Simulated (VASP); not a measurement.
Band structure of CaO (rock salt). These are vdW-DF-cx, VASP's PBE PAW potentials (set 64) (plane waves; VASP) values and carry that method's errors.

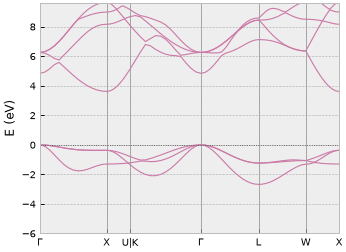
Fig. 1. Bands along high-symmetry lines, zero at the valence-band maximum or, without a gap, the Fermi level

Question: Read the plot: is there a gap, and where are the band edges?

Answer: The gap is indirect, 3.62 eV, from the valence maximum at Γ to the conduction minimum at X. (Edges off the drawn lines would not show.)

The compound is CaO in the rock salt structure. It was relaxed first.
